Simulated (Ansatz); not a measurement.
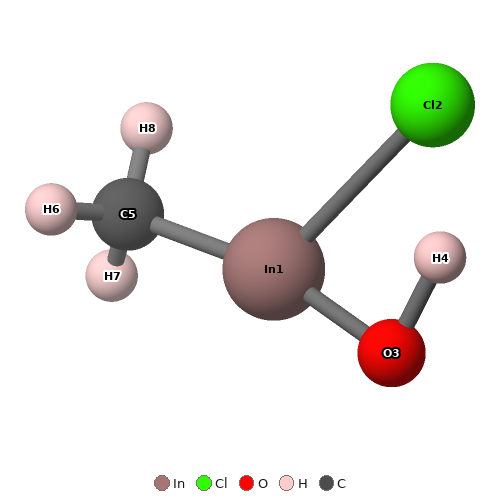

The system is the reacting system CH4ClInO (fragments CH₄ClInO where the first distance is long, CH₃InO + ClH where the second is long); the picture shows the reference structure. First axis: distance Cl2–H4 (bond that forms). Second axis: distance In1–Cl2 (bond that breaks). Relaxed at each point: all other coordinates. Grid: 11 × 11 points. Points are written as (first, second). All energies are given in kcal/mol relative to the lowest grid point. The reference is spin-restricted, so regions where a bond is pulled apart into radicals lie too high. The calculation used Ansatz 0.2.0, RHF/def2-SVP.

Its coordinates:

```xyz
8

In   -0.3446   -0.5186   -0.0344
Cl    2.0819   -1.9564    0.3688
O    -0.7461   -2.3947   -0.0199
H     0.4808   -2.6540    0.1659
C    -0.3696    1.6118   -0.1128
H    -0.6212    2.0036    0.8715
H    -1.1038    1.9524   -0.8407
H     0.6226    1.9559   -0.3984
```

Range: distance Cl2–H4 (bond that forms) from 1.197 to 2.397 Å; distance In1–Cl2 (bond that breaks) from 2.196 to 3.696 Å.

Predict the map.

Answer. The lowest grid point is at (2.397 Å, 2.397 Å). It lies at the edge of the scanned range, so the true minimum may lie outside. The highest grid point, (1.197 Å, 2.196 Å), lies 123 kcal/mol above the lowest.

```csv
"second ↓, first →",1.197,1.264,1.357,1.463,1.579,1.702,1.831,1.965,2.105,2.249,2.397
3.696,79,75,72,71,68,64,61,59,58,57,56
3.511,79,75,72,69,65,60,56,53,51,50,49
3.331,80,75,72,67,62,56,51,47,44,43,41
3.156,80,75,71,65,58,51,45,40,37,35,33
2.988,81,76,71,63,53,45,38,33,29,26,24
2.827,83,77,70,60,49,40,32,26,22,18,16
2.673,86,80,71,58,46,35,27,20,15,11,8
2.529,92,84,72,58,44,32,23,16,10,6,2
2.397,100,91,76,60,45,32,22,14,8,4,0
2.280,111,100,84,66,49,36,25,17,11,6,2
2.196,123,110,92,73,56,42,31,22,16,11,7
```

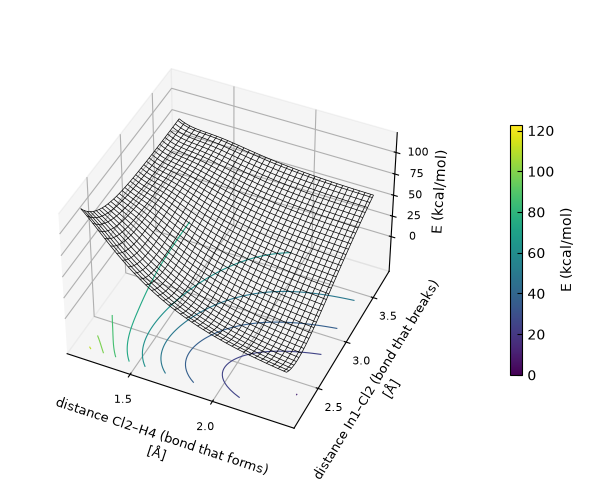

In the figure: a relief with its contours projected below. Between grid points the surface is interpolated.

Each point was launched as `ansatz run input.yaml --threads 1 --pin off --max-ram 2560MiB --backend cpu --events-out ev --progress --plain --runs-dir out`. Time for the 121 points that were run: 35 min on 1 thread of Arm Neoverse V1, with other jobs on the host.
